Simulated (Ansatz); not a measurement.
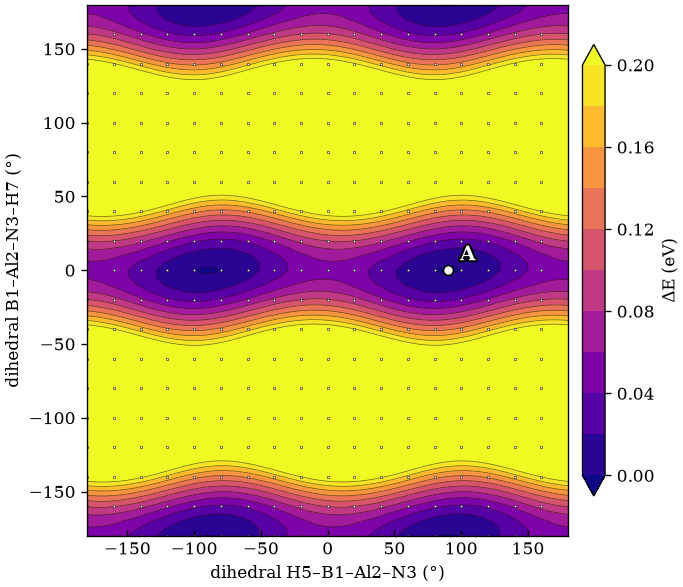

AlBClH₄N, SMILES [BH2][Al]([NH2])[Cl]. The first coordinate is: dihedral H5–B1–Al2–N3; the second: dihedral B1–Al2–N3–H7. Nothing is relaxed (all other coordinates rigid). Grid: 18 × 18 points. Energies are in eV, from the lowest grid point. These are results of RHF/def2-SVP (Ansatz 0.2.0), not measurements.

In the figure: filled contours, dots at the grid points, one colour for all values above the top of the scale, the well A. Between grid points the surface is interpolated.

Where is the minimum, and how stiff is the well along each coordinate? Take the well at A.

Answer. The interpolated minimum is at dihedral H5–B1–Al2–N3 ≈ 90°, dihedral B1–Al2–N3–H7 ≈ 0°. The curvatures there are about 0.11 eV/rad² and 0.67 eV/rad², with a cross term of about −0.066 eV/rad². Round the minimum the valley is somewhat tilted: raising dihedral H5–B1–Al2–N3 shifts the best value of dihedral B1–Al2–N3–H7 upwards (coupling k₁₂/√(k₁₁k₂₂) about −0.2).
